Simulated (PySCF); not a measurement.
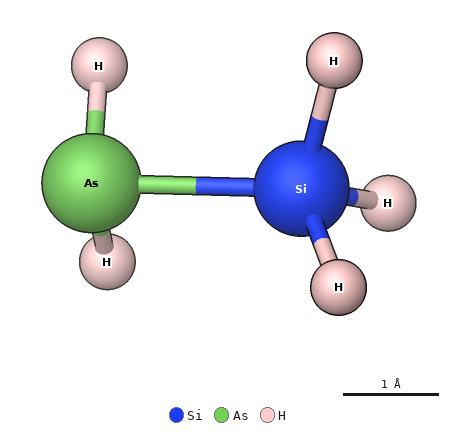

SiAsH5, before the relaxation. The picture is a ball-and-stick view, seen at a tilt.

The start comes from GFN2-xTB. Its atoms were then displaced at random by about 0.03 Å.

Theory: PBE0-D3(BJ)/def2-SVP geometry optimisation, gas phase in PySCF.

```xyz
7

Si   -0.7702    0.0098   -0.0706
As    1.3832   -0.1514   -0.6977
H    -1.7257   -0.7439   -0.9956
H    -1.1580    1.4891   -0.2556
H    -1.1399   -0.3320    1.2655
H     1.6313   -1.2206    0.2964
H     1.8778    0.8567    0.3347
```

**What does the optimiser find from here?**

H6 moves most after the best rigid fit: 0.29 Å. Largest moves by element: H 0.29 Å, As 0.13 Å, Si 0.12 Å. Near-neighbour distances that change, for instance: Si1–As2 2.249 → 2.372 Å, Si1–H5 1.428 → 1.494 Å, Si1–H4 1.540 → 1.494 Å, As2–H6 1.481 → 1.526 Å. Among the angles between lasting bonds that change: As2–Si1–H5 119.5° → 113.3°, As2–Si1–H3 113.2° → 108.4°, H3–Si1–H4 104.1° → 108.7°. The energy falls by 0.252 eV in 8 geometry steps.

Final geometry:

```xyz
7

Si   -0.8368    0.1102   -0.0836
As    1.4530   -0.0407   -0.6837
H    -1.6060   -0.8673   -0.9115
H    -1.3165    1.4890   -0.4018
H    -1.0893   -0.1705    1.3623
H     1.6122   -1.3693    0.0507
H     1.8819    0.7564    0.5448
```

After the run, drawn alike:

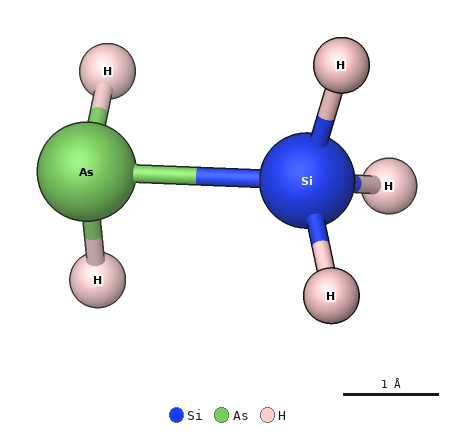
